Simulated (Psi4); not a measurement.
**B2PLYP/def2-TZVP (density fitting for correlation) run of CH3BO (Borane carbonyl)**

What is the vertical ionisation energy of CH3BO (Borane carbonyl) at B2PLYP/def2-TZVP (density fitting for correlation)? 

The results are computed with Psi4 1.11.

1 further run of the same task is left out (set aside as unsound or not needed). Runs told in other sessions of the task aren't counted.

### Step 1. The system as given

CH3BO has 6 atoms, charge 0, and is taken as a singlet. As SMILES, `[BH3-]C#[O+]`. The shape is that of a PBE0-D4/def2-TZVP optimisation.

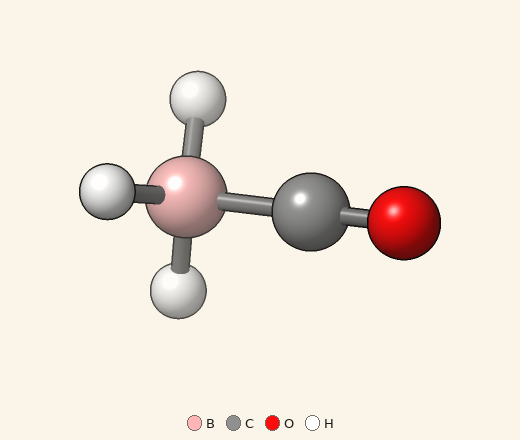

The structure, seen from a chosen angle (boron pink, carbon grey, oxygen red, hydrogen white).

### Step 2. A single-point energy at B2PLYP/def2-TZVP (density fitting for correlation)

The input, ch3bo.json:

```json
{
  "schema_name": "qcschema_input",
  "schema_version": 1,
  "molecule": {
    "schema_name": "qcschema_molecule",
    "schema_version": 2,
    "symbols": ["B", "C", "O", "H", "H", "H"],
    "geometry": [-0.51997704, 0.79317475, -0.37777515, 0.93386486, -1.42802824, 0.67888411, 2.01883221, -3.08240787, 1.46703219, -2.715801, 0.22999857, -0.09509102, 0.13141155, 0.91674394, -2.56398041, 0.15166942, 2.57048106, 0.89093028],
    "molecular_charge": 0,
    "molecular_multiplicity": 1,
    "fix_symmetry": "c1"
  },
  "driver": "energy",
  "model": {
    "method": "b2plyp",
    "basis": "def2-TZVP"
  },
  "keywords": {
    "puream": true,
    "e_convergence": 1e-09,
    "d_convergence": 1e-08,
    "scf_type": "pk",
    "dft_radial_points": 99,
    "dft_spherical_points": 590,
    "num_frozen_docc": 3
  }
}
```

Started as:

```
$ psi4 --qcschema ch3bo.json -n 1 --memory 2200MB
```

stdout, shortened:

```text
[...]
  Running in c1 symmetry.
[...]
  Nuclear repulsion =   56.830250529776492
[...]
  Multiplicity = 1
[...]
  Nalpha       = 11
  Nbeta        = 11
[...]
    Number of basis functions: 111
[...]
   @RKS iter   1:  -139.64121115895236   -6.75928e-01   4.06069e-03 ADIIS/DIIS
[...]
   @RKS iter  10:  -139.74631343688881   -5.03064e-12   5.01719e-09 DIIS
[...]
    Orbital Energies [Eh]
    ---------------------
    Doubly Occupied:
       1A    -19.869201     2A    -10.800277     3A     -7.062956
       4A     -1.354304     5A     -0.764874     6A     -0.668255
       7A     -0.592014     8A     -0.592004     9A     -0.468054
      10A     -0.396803    11A     -0.396802
[...]
  @RKS Final Energy:  -139.74631343688881
   => Energetics <=
    Nuclear Repulsion Energy =             56.8302505297764924
    One-Electron Energy =                -300.6329225972714312
    Two-Electron Energy =                 113.2089703383292942
    DFT Exchange-Correlation Energy =      -9.1526117077231763
    Empirical Dispersion Energy =           0.0000000000000000
    VV10 Nonlocal Energy =                  0.0000000000000000
    Total Energy =                       -139.7463134368888120
[...]
 Multipole Moments:
 ------------------------------------------------------------------------------------
     Multipole            Electronic (a.u.)      Nuclear  (a.u.)        Total (a.u.)
 ------------------------------------------------------------------------------------
 L = 1.  Multiply by 2.5417464519 to convert [e a0] to [Debye]
 Dipole X            :          2.0747772           -1.7680871            0.3066901
 Dipole Y            :         -3.1712370            2.7021024           -0.4691346
 Dipole Z            :          1.5080946           -1.2851222            0.2229724
 Magnitude           :                                                    0.6032104
[...]
```

The result, in JSON:

```text
{
 "driver": "energy",
 "model": {
  "method": "b2plyp",
  "basis": "def2-TZVP"
 },
 "success": true,
 "return_result": -139.9099969579592,
 "properties": {
  "calcinfo_nbasis": 111,
  "calcinfo_nmo": 111,
  "calcinfo_nalpha": 11,
  "calcinfo_nbeta": 11,
  "calcinfo_natom": 6,
  "nuclear_repulsion_energy": 56.83025052977648,
  "return_energy": -139.9099969579592,
  "scf_one_electron_energy": -300.63292259727143,
  "scf_two_electron_energy": 113.2089703383293,
  "scf_xc_energy": -9.152611707723176,
  "scf_dipole_moment": [0.3066900851910712, -0.4691346105984189, 0.2229724413216816],
  "scf_total_energy": -139.7463134368888,
  "scf_iterations": 10
 }
}
```

Wall time 20 s (1 thread of AMD EPYC 7R43 (Zen 3), shared host); peak memory 0.83 GiB.

### Step 3. The doublet cation at the same level

The input, input.in:

```
memory 2.2 GB

molecule {
  1 2
  B     -0.275160     0.419730    -0.199910
  C      0.494180    -0.755680     0.359250
  O      1.068320    -1.631140     0.776320
  H     -1.437140     0.121710    -0.050320
  H      0.069540     0.485120    -1.356800
  H      0.080260     1.360240     0.471460
  units angstrom
  symmetry c1
}

set basis def2-TZVP
set reference uks
set puream true
set e_convergence 1e-09
set d_convergence 1e-08
set scf_type pk
set dft_radial_points 99
set dft_spherical_points 590
set num_frozen_docc 3
set maxiter 100

energy('b2plyp')
print_variables()
```

Started as:

```
$ psi4 -i input.in -o input.out -n 1
```

input.out, shortened:

```text
[...]
  Running in c1 symmetry.
[...]
  Nuclear repulsion =   56.830250486033535
[...]
  Multiplicity = 2
[...]
  Nalpha       = 11
  Nbeta        = 10
[...]
    Number of basis functions: 111
[...]
   @UKS iter   1:  -139.25255905838071   -2.87276e-01   2.67573e-03 ADIIS/DIIS
[...]
   @UKS iter  33:  -139.30606311242821   -1.59162e-12   5.97568e-09 DIIS
[...]
   @S^2 Observed:                7.662587043E-01
[...]
    Orbital Energies [Eh]
    ---------------------
    Alpha Occupied:
       1A    -20.128749     2A    -11.049148     3A     -7.397066
       4A     -1.598278     5A     -1.058308     6A     -0.919603
       7A     -0.844518     8A     -0.831193     9A     -0.803832
      10A     -0.740572    11A     -0.695542
    Alpha Virtual:
      12A     -0.253264    13A     -0.241015    14A     -0.139273
      15A     -0.083926    16A     -0.070644    17A     -0.066450
      18A     -0.048271    19A     -0.033635    20A     -0.023885
      21A      0.071579    22A      0.077262    23A      0.080401
      24A      0.100991    25A      0.162056    26A      0.244703
[...]
  @UKS Final Energy:  -139.30606311242821
   => Energetics <=
    Nuclear Repulsion Energy =             56.8302504860335347
    One-Electron Energy =                -294.5828903620187020
    Two-Electron Energy =                 107.4402000344667130
    DFT Exchange-Correlation Energy =      -8.9936232709097688
    Empirical Dispersion Energy =           0.0000000000000000
    VV10 Nonlocal Energy =                  0.0000000000000000
    Total Energy =                       -139.3060631124282054
  UHF NO Occupations:
  HONO-2 :    9  A 1.9983008
  HONO-1 :   10  A 1.9950927
[...]
 Multipole Moments:
 ------------------------------------------------------------------------------------
     Multipole            Electronic (a.u.)      Nuclear  (a.u.)        Total (a.u.)
 ------------------------------------------------------------------------------------
 L = 1.  Multiply by 2.5417464519 to convert [e a0] to [Debye]
 Dipole X            :          1.1777803           -1.7680871           -0.5903068
 Dipole Y            :         -1.3716525            2.7021024            1.3304499
 Dipole Z            :          0.9756322           -1.2851222           -0.3094899
 Magnitude           :                                                    1.4880669
[...]
```

It took 86 s on 1 thread of AMD EPYC 7R43 (Zen 3), shared host; peak memory 0.82 GiB.

### Step 4. Results

Level: B2PLYP/def2-TZVP (density fitting for correlation), 3 core orbitals frozen.

| quantity | value |
| --- | --- |
| singlet CH3BO: total energy | -139.91000 Eh |
| singlet CH3BO: HOMO energy (SCF part's orbitals) | -10.80 eV |
| singlet CH3BO: LUMO energy (SCF part's orbitals) | 0.14 eV |
| singlet CH3BO: HOMO–LUMO gap (SCF part's orbitals) | 10.93 eV |
| doublet cation: total energy | -139.46331 Eh |
| doublet cation: HOMO energy (SCF part's orbitals) (highest over α and β) | -18.21 eV |
| doublet cation: LUMO energy (SCF part's orbitals) (lowest over α and β) | -13.20 eV |
| doublet cation: ⟨S²⟩ | 0.766 |
| vertical ionisation energy (to the doublet cation) | 12.155 eV |

In words: Removing an electron at fixed nuclei costs 12.15 eV (280 kcal/mol). −ε(HOMO) before ionisation, 10.80 eV, is 1.36 eV below this ionisation energy.
